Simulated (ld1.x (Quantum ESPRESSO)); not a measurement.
**Pseudopotential generation for Zr: ultrasoft, LDA (PW92)**

Aim: build the potential from the settings below, then test how well it stands in for the atom: other configurations, scattering, ghost states and the plane-wave cutoff that it needs.

The numbers are computed with ld1.x (Quantum ESPRESSO) 7.5 (LDA (PW92), scalar-relativistic, spin-unpolarised reference atom).

**1. The design**

The settings as typed:

```json
{
  "element": "zirconium (Zr, Z = 40)",
  "type": "ultrasoft",
  "frozen core": "[Kr]",
  "valence charge": "4",
  "reference configuration": "4d2 5s1.5 5p0.5",
  "partial waves": "5s (bound): rcut 2.85, rcutus 3.55 bohr; 5s channel at -0.05 Ry: rcut 2.85, rcutus 3.55 bohr; 5p (bound): rcut 2.70, rcutus 3.50 bohr; 5p channel at 0.45 Ry: rcut 2.70, rcutus 3.50 bohr; 4d (bound): rcut 2.10, rcutus 2.75 bohr; 4d channel at 0.25 Ry: rcut 2.10, rcutus 2.75 bohr",
  "local potential": "all-electron potential smoothed inside 2.15 bohr (lloc = -1)",
  "core correction": "not asked for",
  "augmentation charge": "PSQ, radius 1.90 bohr"
}
```

The nodes and maxima of the atom's own shells, from an earlier all-electron run, set the scale for the radii.

All-electron outer shells of the reference configuration (LDA (PW92), scalar-relativistic, ld1.x):

```tsv
shell	level (eV)	outermost node (bohr)	outermost maximum (bohr)
4s	-55.15	0.55	1.08
4p	-33.14	0.56	1.17
5s	-4.98	1.46	3.08
4d	-4.28	0.58	1.61
5p	-1.86	1.69	4.10
```

**2. The generation run**

File Zr.in:

```
 &input
   title='Zr', zed=40., rel=1, dft='PW', iswitch=3,
   config='[Kr] 4d2 5s1.5 5p0.5',
   nld=3, rlderiv=3.85, eminld=-2.0, emaxld=5.0, deld=0.02
 /
 &inputp
   pseudotype=3, tm=.true., lloc=-1, rcloc=2.15,
   nlcc=.false.,
   which_augfun='PSQ', rmatch_augfun=1.90,
   file_pseudopw='Zr.UPF', file_wfcaegen='ae.wfc', file_wfcncgen='nc.wfc', file_beta='beta', file_chi='chi', file_wfcusgen='us.wfc'
 /
6
5S  1  0   1.50   0.00  2.85  3.55  0.0
5S  1  0   0.00  -0.05  2.85  3.55  0.0
5P  2  1   0.50   0.00  2.70  3.50  0.0
5P  2  1   0.00   0.45  2.70  3.50  0.0
4D  3  2   2.00   0.00  2.10  2.75  0.0
4D  3  2   0.00   0.25  2.10  2.75  0.0
 &test
   configts(1)='4d2 5s1.5 5p0.5'
 /
```

Started as:

```bash
$ ld1.x < Zr.in > Zr.out
```

The output, Zr.out (without the banner and most projector matrices):

```text
     Program LD1 v.7.5
     --------------------------- All-electron run ----------------------------

     Zr
     scalar relativistic calculation

     atomic number is 40.00
     dft =PW   lsd =0 sic =0 latt =0  beta=0.20 tr2=1.0E-14
     Exchange-correlation= PW
                           (   1   4   0   0   0   0   0)
     mesh =1225 r(mesh) = 100.59681 a.u. xmin = -7.00 dx = 0.01250
     1 Ry =  13.60569312 eV, c = 137.03599908

     n l     nl                  e(Ry)          e(Ha)          e(eV)
     1 0     1S 1( 2.00)     -1308.2576      -654.1288    -17799.7509
     2 0     2S 1( 2.00)      -181.3522       -90.6761     -2467.4223
     2 1     2P 1( 6.00)      -161.8569       -80.9285     -2202.1758
     3 0     3S 1( 2.00)       -29.7132       -14.8566      -404.2688
     3 1     3P 1( 6.00)       -23.3631       -11.6815      -317.8708
     4 0     4S 1( 2.00)        -4.0537        -2.0268       -55.1531
     4 1     4P 1( 6.00)        -2.4355        -1.2177       -33.1366
     3 2     3D 1(10.00)       -12.9046        -6.4523      -175.5765
     4 2     4D 1( 2.00)        -0.3148        -0.1574        -4.2825
     5 0     5S 1( 1.50)        -0.3658        -0.1829        -4.9766
     5 1     5P 1( 0.50)        -0.1369        -0.0685        -1.8630

     final scf error:  8.6E-15 reached in  38 iterations

     Etot =   -7189.081845 Ry,   -3594.540923 Ha,  -97812.441425 eV

     Ekin =    7389.703167 Ry,    3694.851584 Ha,  100542.033565 eV
     Encl =  -17316.635176 Ry,   -8658.317588 Ha, -235604.824128 eV
     Eh   =    2957.622022 Ry,    1478.811011 Ha,   40240.497598 eV
     Exc  =    -219.771858 Ry,    -109.885929 Ha,   -2990.148461 eV

     normalization and overlap integrals

     s(1S/1S) =  1.000000  <r> =   0.0371  <r2> =    0.0019  r(max) =   0.0241
     s(2S/2S) =  1.000000  <r> =   0.1628  <r2> =    0.0312  r(max) =   0.1368
     s(2P/2P) =  1.000000  <r> =   0.1418  <r2> =    0.0246  r(max) =   0.1093
     s(3S/3S) =  1.000000  <r> =   0.4594  <r2> =    0.2420  r(max) =   0.4111
     s(3P/3P) =  1.000000  <r> =   0.4628  <r2> =    0.2497  r(max) =   0.4010
     s(4S/4S) =  1.000000  <r> =   1.2116  <r2> =    1.6668  r(max) =   1.0764
     s(4P/4P) =  1.000000  <r> =   1.3682  <r2> =    2.1522  r(max) =   1.1748
     s(3D/3D) =  1.000000  <r> =   0.4528  <r2> =    0.2482  r(max) =   0.3451
     s(4D/4D) =  1.000000  <r> =   2.2611  <r2> =    6.3700  r(max) =   1.6058
     s(5S/5S) =  1.000000  <r> =   3.6584  <r2> =   15.2866  r(max) =   3.0760
     s(5P/5P) =  1.000000  <r> =   5.0071  <r2> =   29.0565  r(max) =   4.1005

     ------------------------ End of All-electron run ------------------------

     --------------------- Generating US pseudopotential ---------------------

      Generating local potential from pseudized AE potential:
      Matching radius rcloc =   2.1500

      Local pseudo, rcloc= 2.141 Estimated cut-off energy=     5.40 Ry
      Wfc-us  5S rcutus= 3.529  Estimated cut-off energy=     3.74 Ry
      Wfc-us  5S rcutus= 3.529  Estimated cut-off energy=     4.39 Ry
      Wfc-us  5P rcutus= 3.529  Estimated cut-off energy=     5.83 Ry
      Wfc-us  5P rcutus= 3.529  Estimated cut-off energy=     6.79 Ry
      Wfc-us  4D rcutus= 2.749  Estimated cut-off energy=    15.33 Ry
      Wfc-us  4D rcutus= 2.749  Estimated cut-off energy=    21.56 Ry

     Q pseudized with Bessel functions
     Expected ecutrho=     110.1913 due to l1=  2   l2=  2

     ------------------- End of pseudopotential generation -------------------

     [... the all-electron block is printed once more ...]


     Computing logarithmic derivative in   3.82818
     Computing logarithmic derivative in   3.82818
     Computing the partial wave expansion
     R is outside the sphere for l=    0 j= 0.00
     R is outside the sphere for l=    0 j= 0.00
     R is outside the sphere for l=    1 j= 0.00
     R is outside the sphere for l=    1 j= 0.00
     R is outside the sphere for l=    2 j= 0.00
     R is outside the sphere for l=    2 j= 0.00

     ---------------------- Testing the pseudopotential ----------------------

     Zr
     scalar relativistic calculation

     atomic number is 40.00   valence charge is  4.00
     dft =PW   lsd =0 sic =0 latt =0  beta=0.20 tr2=1.0E-14
     mesh =1225 r(mesh) = 100.59681 xmin = -7.00 dx = 0.01250

     n l     nl             e AE (Ry)        e PS (Ry)    De AE-PS (Ry)
     3 2     4D   1( 2.00)       -0.31476       -0.31476        0.00000
     1 0     5S   1( 1.50)       -0.36577       -0.36578        0.00000
     2 1     5P   1( 0.50)       -0.13693       -0.13693        0.00000

     eps = 1.0E-16  iter =  3

     Etot =   -7189.081845 Ry,   -3594.540923 Ha,  -97812.441425 eV
     Etotps =    -5.491950 Ry,      -2.745975 Ha,     -74.721784 eV

     Ekin =       3.454643 Ry,       1.727322 Ha,      47.002815 eV
     Encl =     -14.648555 Ry,      -7.324278 Ha,    -199.303745 eV
     Ehrt =       4.716153 Ry,       2.358077 Ha,      64.166534 eV
     Ecxc =      -1.559806 Ry,      -0.779903 Ha,     -21.222244 eV
     Epseu=       2.545615 Ry,       1.272807 Ha,      34.634856 eV

     ---------------------- End of pseudopotential test ----------------------
```

It took 2.5 s on 1 thread of AMD EPYC 9R14, shared host. (Generation and the later configuration tests together.)

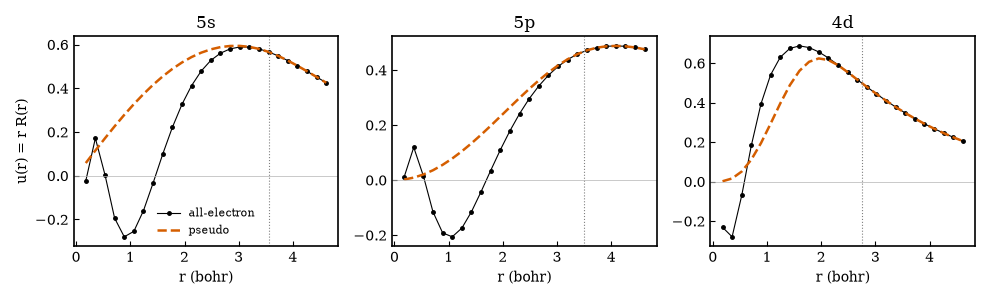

All-electron and pseudo partial waves (5s, 5p, 4d), with the matching radii dotted. The curves join 26 sampled radii, too few to resolve the innermost nodes.

**3. Transferability test**

File Zr.test.in:

```
 &input
   title='Zr', zed=40., rel=1, dft='PW', iswitch=2,
   config='[Kr] 4d2 5s1.5 5p0.5'
 /
 &test
   file_pseudo='Zr.UPF', nconf=10,
   configts(1)='4d2 5s1.5 5p0.5',
   configts(2)='4d2 5s2 5p0',
   configts(3)='4d2 5s1 5p0',
   configts(4)='4d2 5s0 5p0',
   configts(5)='4d2 5s1 5p1',
   configts(6)='4d1 5s2 5p0',
   configts(7)='4d2 5s0 5p2',
   configts(8)='4d1 5s0 5p0',
   configts(9)='4d2 5s1.5 5p0.5', lsdts(9)=1,
   configts(10)='4d2 5s2 5p0', lsdts(10)=1
 /
```

Started as:

```bash
$ ld1.x < Zr.test.in > Zr.test.out
```

Zr.test.out, the pseudopotential blocks, cut to the lines that bear on the results:

```text
     ---------------------- Testing the pseudopotential ----------------------

     Zr
     scalar relativistic calculation

     atomic number is 40.00   valence charge is  4.00
     dft =PW   lsd =0 sic =0 latt =0  beta=0.20 tr2=1.0E-14
     mesh =1225 r(mesh) = 100.59681 xmin = -7.00 dx = 0.01250

     n l     nl             e AE (Ry)        e PS (Ry)    De AE-PS (Ry)
     3 2     4D   1( 2.00)       -0.31476       -0.31476        0.00000
     1 0     5S   1( 1.50)       -0.36577       -0.36578        0.00000
     2 1     5P   1( 0.50)       -0.13693       -0.13693        0.00000

     eps = 1.0E-16  iter =  3

     Etot =   -7189.081845 Ry,   -3594.540923 Ha,  -97812.441425 eV
     Etotps =    -5.491950 Ry,      -2.745975 Ha,     -74.721784 eV

     Ekin =       3.454643 Ry,       1.727322 Ha,      47.002815 eV
     Encl =     -14.648555 Ry,      -7.324278 Ha,    -199.303745 eV
     Ehrt =       4.716153 Ry,       2.358077 Ha,      64.166534 eV
     Ecxc =      -1.559806 Ry,      -0.779903 Ha,     -21.222244 eV
     Epseu=       2.545615 Ry,       1.272807 Ha,      34.634856 eV

     ---------------------- End of pseudopotential test ----------------------

     ---------------------- Testing the pseudopotential ----------------------

     Zr
     [...]
     n l     nl             e AE (Ry)        e PS (Ry)    De AE-PS (Ry)
     3 2     4D   1( 2.00)       -0.27451       -0.27311       -0.00140
     1 0     5S   1( 2.00)       -0.33729       -0.33825        0.00097
     2 1     5P   1( 0.00)       -0.11369       -0.11373        0.00004

     eps = 8.9E-16  iter =  9

     Etot =   -7189.194867 Ry,   -3594.597433 Ha,  -97813.979158 eV
     Etotps =    -5.605226 Ry,      -2.802613 Ha,     -76.262988 eV
     dEtot_ae =      -0.113021 Ry
     dEtot_ps =      -0.113276 Ry,   Delta E=       0.000255 Ry

     [...]
     ---------------------- End of pseudopotential test ----------------------
```

8 tests gave no usable energy difference (4d2 5s1 5p0; 4d2 5s0 5p0; 4d2 5s1 5p1; 4d1 5s2 5p0; others); the test run stopped with "negative rho".

The tests as a table, with energies relative to 4d2 5s1.5 5p0.5.

| valence configuration | charge | ΔE all-electron (eV) | error AE − PS (meV) |
| --- | --- | --- | --- |
| 4d2 5s2 5p0 | 0 | -1.538 | +3.5 |

**4. Does it scatter like the atom?**

Taken from the files of the generation run. The phase is arctan(r·u′/u) with u = r·R, unwrapped, with energies in Ry. A pole is an energy at which the radial function vanishes at the test radius. The pseudo phase is shifted by a multiple of π to meet the all-electron one at the reference energy. Levels narrower than the energy grid can be missing from the poles. The last column is the largest difference on the grid between −1 and +1 Ry.

| channel | radius (bohr) | reference (Ry) | poles AE | poles PS | window around the reference with phases within 0.05 rad (Ry) | largest difference near zero (rad) |
| --- | --- | --- | --- | --- | --- | --- |
| s | 3.83 | -0.37 | 0.35, 4.29 | 0.35, 3.73 | below 1.8 | 0.000 |
| p | 3.83 | -0.14 | 1.02 | 0.97, 1.13, 5.00 | below 1.0 | 0.003 |
| d | 3.83 | -0.31 | -0.18, 2.38 | -0.18, 2.37 | below 3.9 | 0.001 |

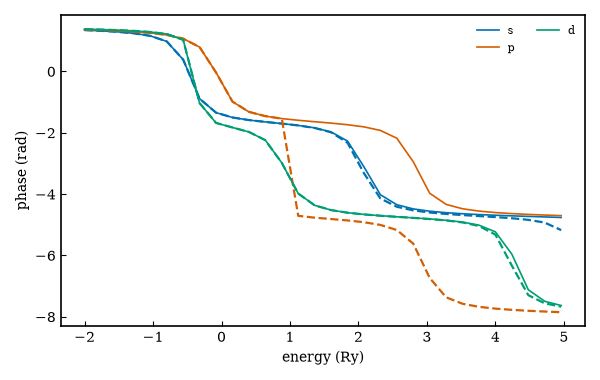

All-electron (solid) and pseudo (dashed) phases against energy.

**5. Cutoff and ghost test in a Bessel basis**

This step uses the generator's waves and projectors in a separate script. Basis: spherical Bessel functions vanishing at 20 bohr, q² up to the cutoff; potential fixed at the reference.

All-electron valence levels (Ry): 5s -0.3658, 5p -0.1369, 4d -0.3148. The lowest levels of each channel (Ry) by cutoff; the last column sums, over occupied levels, occupation times the distance from the level at 400 Ry. A positive value at high cutoff is not a bound level.

| cutoff (Ry) | s #1 | s #2 | p #1 | d #1 | f #1 | Σ f·Δε (mRy) |
| --- | --- | --- | --- | --- | --- | --- |
| 8 | -1.7250 | -0.3658 | -0.1369 | -0.2896 | 0.0894 | 50.4 |
| 10 | -2.2151 | -0.3658 | -0.1369 | -0.3081 | 0.0894 | 13.3 |
| 12 | -2.4713 | -0.3658 | -0.1369 | -0.3137 | 0.0894 | 2.2 |
| 15 | -2.5973 | -0.3658 | -0.1369 | -0.3145 | 0.0894 | 0.5 |
| 18 | -2.6749 | -0.3658 | -0.1369 | -0.3146 | 0.0894 | 0.4 |
| 21 | -2.6946 | -0.3658 | -0.1369 | -0.3147 | 0.0894 | 0.2 |
| 400 | -2.7075 | -0.3658 | -0.1369 | -0.3148 | 0.0894 | 0.0 |

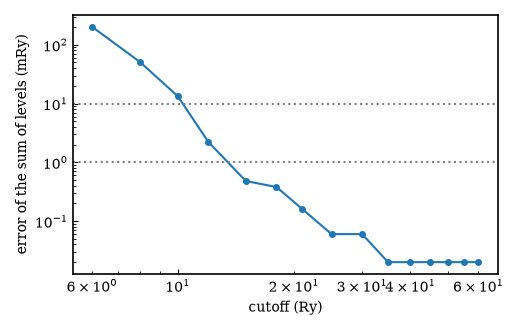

Occupation-weighted error of the valence levels against the cutoff; the dotted lines mark 10 and 1 mRy.

The sum stays within 10 mRy from 12 Ry and within 1 mRy from 15 Ry. The sum leaves out empty levels, which can need more. Ghost test: ghost state, bound below the all-electron valence or empty levels of the same l: s at -36.8 eV.

**6. Results**

| quantity | value |
| --- | --- |
| cutoffs for 10 and 1 mRy, occupied levels | 12 Ry and 15 Ry |
| bound ghosts | s at -36.84 eV |
| largest test error (AE − PS) | +3.5 meV, for 4d2 5s2 5p0 (8 tests unsolved) |
| largest phase difference near zero energy, channels read | 0.003 rad |
| lowest eigenvalue of the overlap (Bessel basis) | 0.226 (s) |
| density cutoff estimated by the generator | 110 Ry |

In words: A bound ghost (s) makes it unfit for use: electrons can fall into a state that the atom doesn't have. By total energies transferability is very good where solved: the largest error is 3.5 meV on 1.5 eV, for 4d2 5s2 5p0. Atomic tests can pass in spite of a ghost, since they solve only for the levels asked. The test run broke off, so later configurations gave nothing; the verdict rests on few tests. The potential is soft on the atom at that tolerance: the looser tolerance needs 12 Ry. The slowest occupied level is 4d: taken alone it needs 15 Ry to come within 1 mRy, against 6 Ry or less for 5s. Near zero energy the phases of the channels with partial waves agree within 0.003 rad. All of this concerns the isolated atom, not yet a solid.
